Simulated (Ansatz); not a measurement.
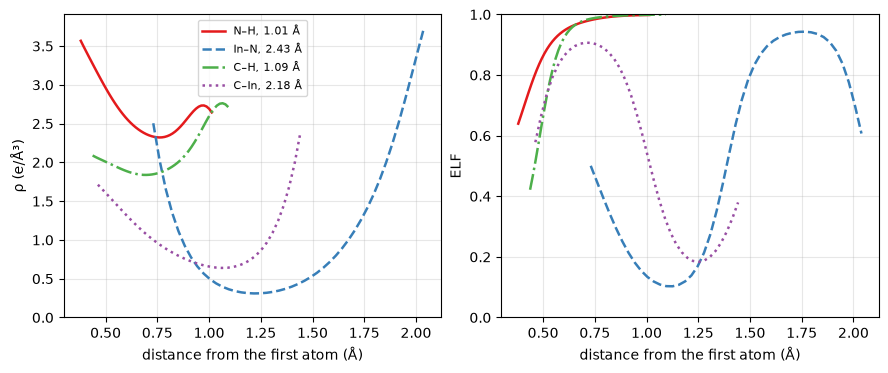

C$_{3}$H$_{12}$InN. Electron density and ELF along straight lines between neighbouring atoms. The curves leave out the atomic cores.

Geometry: PBE0-D4/def2-TZVP; core potentials replace the inner electrons of In.

Theory: Ansatz 0.2.0, RKS PBE0-D4/def2-TZVPP.

The calculation's input:

```
crystal:
  periodic: [false, false, false]
  atoms:
    - {symbol: C, position_ang: [-1.122148, 0.920555, -1.742358]}
    - {symbol: In, position_ang: [0.197591, -0.143555, -0.375970]}
    - {symbol: C, position_ang: [2.157121, 0.697218, 0.064909]}
    - {symbol: C, position_ang: [-0.143010, -2.264469, -0.019946]}
    - {symbol: N, position_ang: [-0.875587, 0.631507, 1.667085]}
    - {symbol: H, position_ang: [-1.060139, 2.001961, -1.596673]}
    - {symbol: H, position_ang: [-0.846263, 0.713602, -2.779359]}
    - {symbol: H, position_ang: [-2.162586, 0.612229, -1.612536]}
    - {symbol: H, position_ang: [2.581475, 0.265558, 0.974913]}
    - {symbol: H, position_ang: [2.107086, 1.782193, 0.186389]}
    - {symbol: H, position_ang: [2.854129, 0.490901, -0.751137]}
    - {symbol: H, position_ang: [-1.210241, -2.494889, 0.029335]}
    - {symbol: H, position_ang: [0.325992, -2.592654, 0.911056]}
    - {symbol: H, position_ang: [0.283738, -2.861476, -0.829750]}
    - {symbol: H, position_ang: [-1.055761, 1.627703, 1.626670]}
    - {symbol: H, position_ang: [-1.760478, 0.160228, 1.813210]}
    - {symbol: H, position_ang: [-0.290121, 0.452988, 2.474462]}
basis:
  gaussian: {orbitals: def2-TZVPP}
hamiltonian: {xc: pbe0, dispersion: d4}
output: {orbitals: {seedname: orbitals}}
```

Command:

```sh
ansatz run in.yaml --threads 4 --pin off --events-out ev --progress --plain --max-ram 11315MiB
```

Compare the contacts.

N–H (1.01 Å): ρ is about 2.9 e/Å³ halfway; the ELF climbs to about 1 towards the hydrogen, as it does in any bond to H (a covalent bond by its length).
In–N (2.43 Å): the density is about 0.31 e/Å³ at the midpoint; the ELF peaks at about 0.95 in the valence shell of N, 0.7 Å from its nucleus, and drops to about 0.10 between the two atoms.
C–H (1.09 Å): ρ is about 2 e/Å³ halfway; the ELF climbs to about 1 towards the hydrogen; a covalent bond by its length.
C–In (2.18 Å): the density is about 0.64 e/Å³ at the midpoint; the ELF peaks at about 0.90 in the valence shell of C, 0.7 Å from its nucleus, and drops to about 0.20 between the two atoms.
